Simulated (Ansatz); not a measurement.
# Molecular dynamics, with input and output: GeH2ClF (part 2 of 2)

The same run, continued: GeH2ClF; RKS B3LYP-D4/def2-SVP (Ansatz 0.2.0). It belongs to a series of runs on one base structure; here: dynamics from the start.

Geometry of the input (Å):
```
Ge 0.0123  -0.0208  -0.0595
F  -0.0033  0.0059  1.6813
H  1.4796  0.0554  -0.4964
Cl -1.0154  1.7595  -0.7204
H  -0.7872  -1.2533  -0.4967
```

**The program's output, continued**
```
md step    83: t =    41.50 fs  T =  2161.9 K (target 5300.0 K)  F+E_penalty+E_count = -71780.20340489 eV  E_kin = 1.397209 eV  (25 SCF iters, 3 dispersion substeps)
md step    84: t =    42.00 fs  T =  2188.0 K (target 5340.0 K)  F+E_penalty+E_count = -71780.16212351 eV  E_kin = 1.414094 eV  (26 SCF iters, 3 dispersion substeps)
md step    85: t =    42.50 fs  T =  2355.1 K (target 5380.0 K)  F+E_penalty+E_count = -71780.11600719 eV  E_kin = 1.522069 eV  (25 SCF iters, 3 dispersion substeps)
md step    86: t =    43.00 fs  T =  2588.0 K (target 5420.0 K)  F+E_penalty+E_count = -71780.08372018 eV  E_kin = 1.672615 eV  (25 SCF iters, 3 dispersion substeps)
md step    87: t =    43.50 fs  T =  2398.3 K (target 5460.0 K)  F+E_penalty+E_count = -71780.06271839 eV  E_kin = 1.550021 eV  (25 SCF iters, 3 dispersion substeps)
md step    88: t =    44.00 fs  T =  2122.4 K (target 5500.0 K)  F+E_penalty+E_count = -71780.04762571 eV  E_kin = 1.371730 eV  (26 SCF iters, 3 dispersion substeps)
md step    89: t =    44.50 fs  T =  2174.6 K (target 5540.0 K)  F+E_penalty+E_count = -71780.03955960 eV  E_kin = 1.405424 eV  (27 SCF iters, 3 dispersion substeps)
md step    90: t =    45.00 fs  T =  2114.4 K (target 5580.0 K)  F+E_penalty+E_count = -71780.02945536 eV  E_kin = 1.366561 eV  (25 SCF iters, 3 dispersion substeps)
md step    91: t =    45.50 fs  T =  2058.2 K (target 5620.0 K)  F+E_penalty+E_count = -71780.00326667 eV  E_kin = 1.330186 eV  (25 SCF iters, 3 dispersion substeps)
md step    92: t =    46.00 fs  T =  2160.3 K (target 5660.0 K)  F+E_penalty+E_count = -71779.96128214 eV  E_kin = 1.396187 eV  (26 SCF iters, 3 dispersion substeps)
md step    93: t =    46.50 fs  T =  1979.7 K (target 5700.0 K)  F+E_penalty+E_count = -71779.90320298 eV  E_kin = 1.279477 eV  (26 SCF iters, 3 dispersion substeps)
md step    94: t =    47.00 fs  T =  2037.8 K (target 5740.0 K)  F+E_penalty+E_count = -71779.82884978 eV  E_kin = 1.317058 eV  (25 SCF iters, 3 dispersion substeps)
md step    95: t =    47.50 fs  T =  1857.8 K (target 5780.0 K)  F+E_penalty+E_count = -71779.74796814 eV  E_kin = 1.200676 eV  (25 SCF iters, 3 dispersion substeps)
md step    96: t =    48.00 fs  T =  1875.0 K (target 5820.0 K)  F+E_penalty+E_count = -71779.66794479 eV  E_kin = 1.211821 eV  (25 SCF iters, 3 dispersion substeps)
md step    97: t =    48.50 fs  T =  1562.0 K (target 5860.0 K)  F+E_penalty+E_count = -71779.58526257 eV  E_kin = 1.009518 eV  (26 SCF iters, 3 dispersion substeps)
md step    98: t =    49.00 fs  T =  1632.6 K (target 5900.0 K)  F+E_penalty+E_count = -71779.50422843 eV  E_kin = 1.055162 eV  (27 SCF iters, 3 dispersion substeps)
md step    99: t =    49.50 fs  T =  1808.5 K (target 5940.0 K)  F+E_penalty+E_count = -71779.42980372 eV  E_kin = 1.168843 eV  (27 SCF iters, 3 dispersion substeps)
these checks for a lower state are left out or cut short: starts, cluster_reference, orbital_swaps, neighbouring_geometries, increment
759 factors; integrals over basis functions are off by at most 3.7e-4 eV
mean field -71779.23447133 eV, -2637.8382131089 hartree, gradient 8.4e-5 eV, S^2 0.000000; 0 other end points of the search recorded, 0 dependent functions left out
the calculation of the forces begins
reference -71779.23467885 eV, -2637.8382207351 hartree; 30, 30 occupied and 44, 44 virtual orbitals, 759 factors
759 factors; integrals over basis functions are off by at most 3.7e-4 eV
mean field -71779.23447133 eV, -2637.8382131089 hartree, gradient 8.4e-5 eV, S^2 0.000000; 1 other end points of the search recorded, 0 dependent functions left out
the calculation of the forces begins
reference -71779.23467885 eV, -2637.8382207351 hartree; 30, 30 occupied and 44, 44 virtual orbitals, 759 factors
md step   100: t =    50.00 fs  T =  1751.5 K (target 5980.0 K)  F+E_penalty+E_count = -71779.37362036 eV  E_kin = 1.131968 eV  (26 SCF iters, 3 dispersion substeps)
```

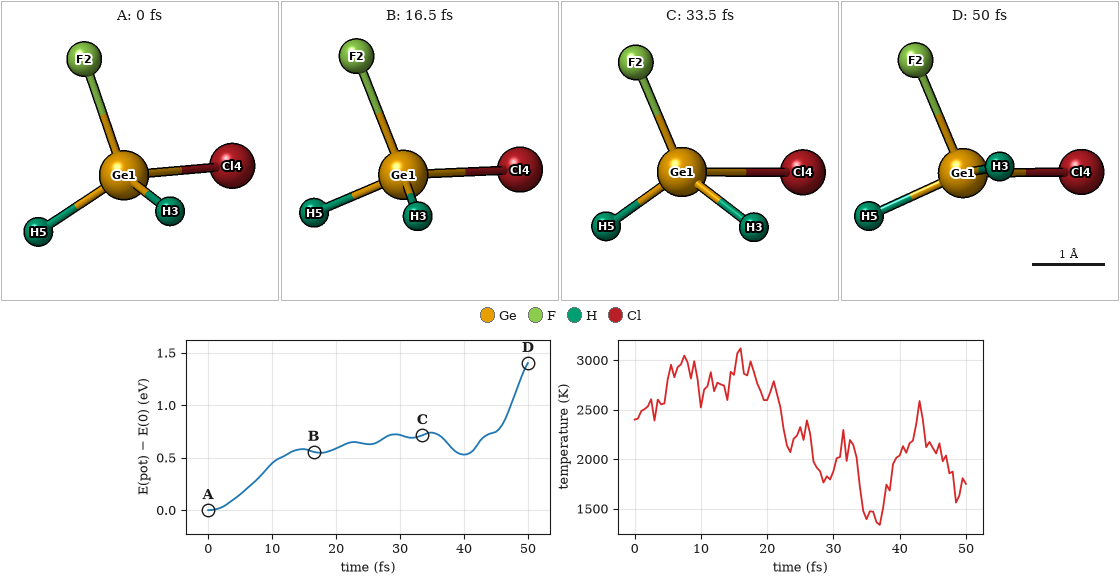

**Figure 1.** Frames of the molecular dynamics (ball-and-stick, seen at a tilt) above the curves, on which the letters mark them. The trajectory kept here has 101 frames over 50 fs. The temperature starts at 2400 K, ranges from 1337 to 3120 K and averages 1943 K over the second half. The potential energy ends 1.402 eV above its first value. After an unweighted best fit of the last frame on the first, the root-mean-square displacement is 0.28 Å.

```
Total energy: -71779.37382788 eV, -2637.8433343675 hartree
Atom 0 at    -0.395237    -0.179452     0.230136 Å, force     4.377853     0.301496    -0.757853 eV/Å
Atom 1 at     0.555073     0.175210     1.679400 Å, force    -0.488692     1.116597     0.107590 eV/Å
Atom 2 at     1.060807    -1.123653    -0.102776 Å, force    -2.218269     0.954858    -0.824162 eV/Å
Atom 3 at    -0.858423     1.635620    -1.159250 Å, force     0.301349    -1.722366     1.365115 eV/Å
Atom 4 at    -1.412595    -0.911075     0.966779 Å, force    -1.972240    -0.650585     0.109309 eV/Å
Dipole moment:    -0.313499    -0.334978    -0.181324 e Å
```

**Trajectory as extended XYZ (Å, eV, eV/Å), 17 of the 101 frames kept, from step=0 to step=100**
```
5
Properties=species:S:1:pos:R:3:forces:R:3 step=0 time_fs=0.0 energy=-71780.77576 temperature=2400.0
Ge    0.0123   -0.0208   -0.0595   -0.0088   0.0153   0.0156
F    -0.0033    0.0059    1.6813    0.0013  -0.0022  -0.0042
H     1.4796    0.0554   -0.4964    0.0059  -0.0025  -0.0049
Cl   -1.0154    1.7595   -0.7204    0.0024  -0.0042  -0.0016
H    -0.7872   -1.2533   -0.4967   -0.0008  -0.0064  -0.0049
5
Properties=species:S:1:pos:R:3:forces:R:3 step=6 time_fs=3.0 energy=-71780.71649 temperature=2390.3
Ge   -0.0052   -0.0274   -0.0438   -0.3195  -0.6831   0.2563
F     0.0437    0.0366    1.6971   -0.1085   0.2030   0.0492
H     1.4792   -0.1533   -0.4103   -0.0374   0.2505  -0.2905
Cl   -1.0050    1.7629   -0.7676    0.2670  -0.2893   0.0842
H    -0.8687   -1.3012   -0.3407    0.1984   0.5189  -0.0992
5
Properties=species:S:1:pos:R:3:forces:R:3 step=12 time_fs=6.0 energy=-71780.57208 temperature=2828.5
Ge   -0.0253   -0.0357   -0.0316   -0.4465  -0.9537   1.0108
F     0.0832    0.0738    1.7251   -0.1753   0.3525  -0.4232
H     1.4545   -0.3747   -0.3325   -0.1795   0.4879  -0.5017
Cl   -0.9892    1.7768   -0.8135    0.5316  -0.6082   0.1970
H    -0.9702   -1.2971   -0.1850    0.2698   0.7214  -0.2828
5
Properties=species:S:1:pos:R:3:forces:R:3 step=19 time_fs=9.5 energy=-71780.35917 temperature=2809.9
Ge   -0.0477   -0.0528   -0.0089   -1.0037  -0.4792   1.7321
F     0.1316    0.1184    1.7586   -0.2081   0.4684  -0.8712
H     1.3475   -0.6168   -0.2532    0.3619   0.5523  -0.8046
Cl   -0.9850    1.7875   -0.8721    0.8488  -1.0552   0.4059
H    -1.0646   -1.2417   -0.0138    0.0010   0.5137  -0.4623
5
Properties=species:S:1:pos:R:3:forces:R:3 step=25 time_fs=12.5 energy=-71780.23800 temperature=2773.0
Ge   -0.0604   -0.0684    0.0139   -1.8628  -0.2192   2.1168
F     0.1755    0.1585    1.7905   -0.1595   0.3910  -1.4139
H     1.2675   -0.7379   -0.2749    0.5151   0.4453  -0.8020
Cl   -0.9898    1.7931   -0.9205    1.0606  -1.3458   0.6013
H    -1.2075   -1.1756    0.1072    0.4467   0.7287  -0.5022
5
Properties=species:S:1:pos:R:3:forces:R:3 step=31 time_fs=15.5 energy=-71780.19941 temperature=3070.1
Ge   -0.0740   -0.0865    0.0403   -2.0937   0.2152   2.0288
F     0.2210    0.1959    1.8108   -0.1120   0.2334  -1.7202
H     1.2269   -0.8002   -0.3429    0.1284   0.4552  -0.5730
Cl   -0.9913    1.7935   -0.9702    1.1929  -1.5090   0.7715
H    -1.3589   -1.0498    0.2033    0.8843   0.6052  -0.5072
5
Properties=species:S:1:pos:R:3:forces:R:3 step=38 time_fs=19.0 energy=-71780.21165 temperature=2691.3
Ge   -0.1004   -0.1038    0.0752   -0.7085   1.0641   1.0227
F     0.2679    0.2314    1.8218   -0.0173   0.0153  -1.8313
H     1.1807   -0.8468   -0.5228   -0.7555   0.7379   0.1734
Cl   -0.9884    1.7834   -1.0232    1.2386  -1.4818   0.9021
H    -1.4515   -0.8152    0.2645    0.2427  -0.3356  -0.2669
5
Properties=species:S:1:pos:R:3:forces:R:3 step=44 time_fs=22.0 energy=-71780.13353 temperature=2524.6
Ge   -0.1198   -0.1135    0.1108   -0.1130   1.4140  -0.5061
F     0.3053    0.2541    1.8099    0.1419  -0.0966  -1.4414
H     1.0828   -0.8466   -0.7347   -1.0023   0.7884   0.9567
Cl   -0.9771    1.7631   -1.0496    1.1928  -1.2934   0.9538
H    -1.5111   -0.6634    0.2733   -0.2193  -0.8123   0.0371
5
Properties=species:S:1:pos:R:3:forces:R:3 step=50 time_fs=25.0 energy=-71780.14727 temperature=2325.0
Ge   -0.1395   -0.1216    0.1426   -1.6449   1.6155  -1.4308
F     0.3374    0.2633    1.7829    0.3435  -0.0369  -0.6442
H     0.9422   -0.7486   -0.8335   -0.3697   0.2265   0.9313
Cl   -0.9542    1.7521   -1.0760    1.0775  -1.1926   1.0440
H    -1.6075   -0.6014    0.2983    0.5936  -0.6125   0.0996
5
Properties=species:S:1:pos:R:3:forces:R:3 step=56 time_fs=28.0 energy=-71780.07046 temperature=1877.1
Ge   -0.1626   -0.1252    0.1698   -3.7238   1.9296  -1.3830
F     0.3667    0.2618    1.7564    0.5700   0.1268   0.2019
H     0.7573   -0.6345   -0.8657    1.0977  -0.6774  -0.1573
Cl   -0.9279    1.7419   -1.1030    0.8767  -1.1527   1.2039
H    -1.6578   -0.6625    0.3292    1.1794  -0.2263   0.1344
5
Properties=species:S:1:pos:R:3:forces:R:3 step=62 time_fs=31.0 energy=-71780.07801 temperature=2022.5
Ge   -0.1908   -0.1262    0.1928   -2.3945   2.0582  -2.0843
F     0.4044    0.2619    1.7441    0.6592   0.2190   0.4741
H     0.6504   -0.5786   -0.9405    1.1492  -0.7238  -0.0340
Cl   -0.9070    1.7286   -1.1237    0.6318  -1.0945   1.3452
H    -1.5645   -0.7371    0.3876   -0.0457  -0.4588   0.2990
5
Properties=species:S:1:pos:R:3:forces:R:3 step=69 time_fs=34.5 energy=-71780.03811 temperature=1477.8
Ge   -0.2344   -0.1317    0.2207    0.6161   2.1187  -3.7837
F     0.4509    0.2633    1.7358    0.5409   0.2686   0.4019
H     0.6546   -0.6273   -1.0034    0.0338  -0.1350   1.3067
Cl   -0.8874    1.7202   -1.1431    0.4371  -1.2041   1.5217
H    -1.4661   -0.8289    0.4789   -1.6279  -1.0482   0.5534
5
Properties=species:S:1:pos:R:3:forces:R:3 step=75 time_fs=37.5 energy=-71780.14168 temperature=1508.5
Ge   -0.2621   -0.1407    0.2349    0.0414   1.1073  -3.8147
F     0.4899    0.2574    1.7142    0.4464   0.3564   0.5432
H     0.7147   -0.6669   -0.9595   -0.4782   0.0578   1.4767
Cl   -0.8785    1.7174   -1.1518    0.3478  -1.3577   1.6121
H    -1.4951   -0.9467    0.5639   -0.3573  -0.1638   0.1827
5
Properties=species:S:1:pos:R:3:forces:R:3 step=81 time_fs=40.5 energy=-71780.24284 temperature=2132.2
Ge   -0.2906   -0.1561    0.2376   -1.4454   0.6886  -1.8669
F     0.5267    0.2493    1.6919    0.1545   0.4091   0.4383
H     0.7515   -0.7104   -0.7404    0.0056  -0.3230   0.2071
Cl   -0.8726    1.7080   -1.1662    0.3444  -1.5579   1.6266
H    -1.5877   -1.0200    0.6810    0.9410   0.7832  -0.4052
5
Properties=species:S:1:pos:R:3:forces:R:3 step=88 time_fs=44.0 energy=-71780.04763 temperature=2122.4
Ge   -0.3308   -0.1696    0.2346   -1.4208   0.8688   0.3541
F     0.5506    0.2312    1.6853   -0.2911   0.6501   0.1746
H     0.8281   -0.8077   -0.4181    0.5238  -0.7342  -1.0870
Cl   -0.8699    1.6919   -1.1732    0.3448  -1.8104   1.5903
H    -1.5584   -1.0611    0.8907    0.8433   1.0256  -1.0319
5
Properties=species:S:1:pos:R:3:forces:R:3 step=94 time_fs=47.0 energy=-71779.82885 temperature=2037.8
Ge   -0.3633   -0.1775    0.2310    2.0211  -0.0187  -0.0664
F     0.5578    0.2089    1.6833   -0.5213   0.8983   0.0668
H     0.9996   -0.9784   -0.2342   -1.5912   0.4753  -0.6479
Cl   -0.8634    1.6645   -1.1679    0.3231  -1.8334   1.4884
H    -1.4671   -1.0225    0.9597   -0.2317   0.4785  -0.8409
5
Properties=species:S:1:pos:R:3:forces:R:3 step=100 time_fs=50.0 energy=-71779.37362 temperature=1751.5
Ge   -0.3952   -0.1795    0.2301    4.3779   0.3015  -0.7579
F     0.5551    0.1752    1.6794   -0.4887   1.1166   0.1076
H     1.0608   -1.1237   -0.1028   -2.2183   0.9549  -0.8242
Cl   -0.8584    1.6356   -1.1592    0.3013  -1.7224   1.3651
H    -1.4126   -0.9111    0.9668   -1.9722  -0.6506   0.1093
```
